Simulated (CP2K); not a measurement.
# C2H3ClF2 (1-chloro-1,1-difluoroethane), run twice

Wanted: energy and forces of C2H3ClF2 (1-chloro-1,1-difluoroethane), RM1.

The results are computed with CP2K 2026.2.

## (1) The molecule

C2H3ClF2: 8 atoms, total charge 0, spin state singlet. SMILES: `CC(F)(F)Cl`. Geometry: relaxed at GFN2-xTB.

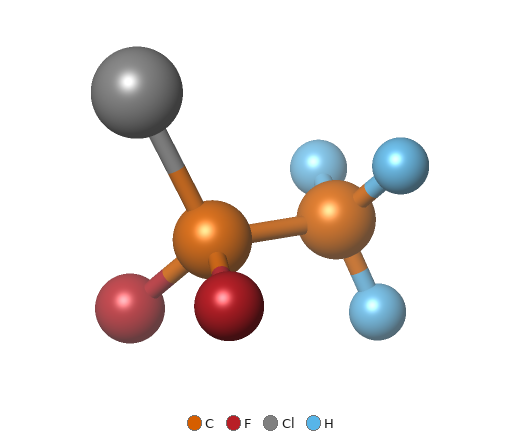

The structure, seen from a chosen angle (carbon orange, fluorine red, chlorine grey, hydrogen blue).

## (2) Try one

File molecule.inp:

```
&GLOBAL
  PROJECT molecule
  RUN_TYPE ENERGY_FORCE
  PRINT_LEVEL MEDIUM
&END GLOBAL

&FORCE_EVAL
  METHOD QS
  &DFT
    CHARGE 0
    MULTIPLICITY 1
    &QS
      METHOD RM1
      EPS_DEFAULT 1.0E-10
      &SE
        &COULOMB
          CUTOFF [angstrom] 50
          RC_RANGE [angstrom] 0
        &END COULOMB
        &EXCHANGE
          CUTOFF [angstrom] 50
          RC_RANGE [angstrom] 0
        &END EXCHANGE
      &END SE
    &END QS
    &POISSON
      PERIODIC NONE
      POISSON_SOLVER ANALYTIC
    &END POISSON
    &SCF
      SCF_GUESS ATOMIC
      EPS_SCF 1.0E-06
      MAX_SCF 71
      &DIAGONALIZATION
        ALGORITHM STANDARD
      &END DIAGONALIZATION
      &MIXING
        METHOD DIRECT_P_MIXING
        ALPHA 0.4
      &END MIXING
    &END SCF
    &PRINT
      &MOMENTS
        PERIODIC F
        REFERENCE COM
        MAX_MOMENT 1
      &END MOMENTS
      &MO ON
        ENERGIES T
        OCCUPATION_NUMBERS T
        NDIGITS 6
        &EACH
          QS_SCF 0
        &END EACH
        ADD_LAST NUMERIC
      &END MO
      &HIRSHFELD OFF
      &END HIRSHFELD
    &END PRINT
  &END DFT
  &SUBSYS
    &CELL
      ABC [angstrom] 14.2 14.2 13.6
      PERIODIC NONE
    &END CELL
    &COORD
      C     -1.131285    -0.583718     0.912171
      C      0.991426     0.340415    -0.748974
      F      3.258152     0.024264     0.366323
      F      1.113464    -0.967237    -2.927658
      Cl     0.662992     3.622473    -1.520927
      H     -1.139410     0.478592     2.668048
      H     -0.834635    -2.579873     1.312849
      H     -2.920704    -0.334935    -0.061851
    &END COORD
    &TOPOLOGY
      &CENTER_COORDINATES
      &END CENTER_COORDINATES
    &END TOPOLOGY
  &END SUBSYS
  &PRINT
    &FORCES ON
    &END FORCES
  &END PRINT
&END FORCE_EVAL
```

On the command line:

```console
$ OMP_NUM_THREADS=1 cp2k.psmp -i molecule.inp -o molecule.out
```

The program printed:

```text
CP2K| version string:                                       CP2K version 2026.2
 CP2K| Input file name                                              molecule.inp

[... 203 lines left out ...]
  *** SCF run converged in    39 steps ***
[... 9 lines left out ...]
  Heat of formation [kcal/mol]:                               718.77216403621492
[... 23 lines left out ...]
 SE_DIPOLE| Moment [a.u.]           5.74988827       3.77620509      -4.87463153
[... 1 line left out ...]
 SE_DIPOLE| Derivative [a.u.]       0.00000000       0.00000000       0.00000000
[... 43 lines left out ...]
 -------------------------------------------------------------------------------
```

Run time: 1.1 s. Hardware: 1 thread of Intel Xeon 6975P-C (Granite Rapids), shared host; peak memory 0.18 GiB.

## (3) What went wrong

It ran to the end. The result can't be trusted all the same.

The fault: numbers in bohr are read as ångström, which stretches the molecule by 1.89. The sound run differs in this: cell (11.3, 11.3, 11) in place of (14.2, 14.2, 13.6). As the program read them, the closest atoms are 2.05 Å apart, against 1.09 Å in the sound input.

## (4) The mended input

File molecule.xyz:

```xyz
8

C     -0.598650    -0.308890     0.482700
C      0.524640     0.180140    -0.396340
F      1.724140     0.012840     0.193850
F      0.589220    -0.511840    -1.549250
Cl     0.350840     1.916930    -0.804840
H     -0.602950     0.253260     1.411870
H     -0.441670    -1.365210     0.694730
H     -1.545570    -0.177240    -0.032730
```

File mol.inp:

```
&global
  project mol
  run_type ENERGY_FORCE
  print_level MEDIUM
&end global

&force_eval
  method QUICKSTEP
  &dft
    &qs
      method RM1
      eps_default 1.0E-10
      &se
        &coulomb
          cutoff [angstrom] 50
          rc_range [angstrom] 0
        &end coulomb
        &exchange
          cutoff [angstrom] 50
          rc_range [angstrom] 0
        &end exchange
      &end se
    &end qs
    &poisson
      periodic NONE
      poisson_solver ANALYTIC
    &end poisson
    ! SCF settings
    &scf
      scf_guess ATOMIC
      eps_scf 1.0E-06
      max_scf 100
      &diagonalization
        algorithm STANDARD
      &end diagonalization
      &mixing
        method DIRECT_P_MIXING
        alpha 0.4
      &end mixing
    &end scf
    &print
      &moments
        periodic F
        reference COM
        max_moment 1
      &end moments
      &mo ON
        energies T
        occupation_numbers T
        ndigits 6
        &each
          qs_scf 0
        &end each
        add_last NUMERIC
      &end mo
      &hirshfeld OFF
      &end hirshfeld
    &end print
  &end dft
  ! structure
  &subsys
    &cell
      abc 11.3 11.3 11
      periodic NONE
    &end cell
    &topology
      coord_file_name molecule.xyz
      coord_file_format XYZ
      &center_coordinates
      &end center_coordinates
    &end topology
  &end subsys
  ! extra output
  &print
    &forces ON
    &end forces
  &end print
&end force_eval
```

On the command line:

```console
$ OMP_NUM_THREADS=1 cp2k.psmp -i mol.inp > mol.out 2>&1
```

The program printed:

```text
CP2K| version string:                                       CP2K version 2026.2
 CP2K| Input file name                                                   mol.inp

[... 186 lines left out ...]
  *** SCF run converged in    18 steps ***
[... 9 lines left out ...]
  Heat of formation [kcal/mol]:                              -121.07652734500959
[... 23 lines left out ...]
 SE_DIPOLE| Moment [a.u.]           0.69228540       0.44644182      -0.58268780
[... 1 line left out ...]
 SE_DIPOLE| Derivative [a.u.]       0.00000000       0.00000000       0.00000000
[... 43 lines left out ...]
 -------------------------------------------------------------------------------
```

Wall time 1 s (1 thread of Intel Xeon 6975P-C (Granite Rapids), shared host); peak memory 0.18 GiB.

## (5) Summary of results

Level: RM1.

```
                quantity            value
            total energy     -60.74748 Eh
           dipole moment           2.56 D
             HOMO energy        -12.05 eV
       heat of formation  -121.1 kcal/mol
largest force on an atom       1.974 eV/Å
```

**Reading.** The first attempt's energy was +36.419 eV off this one. The largest force is 1.97 eV/Å: the shape isn't a stationary point for this species at this level.
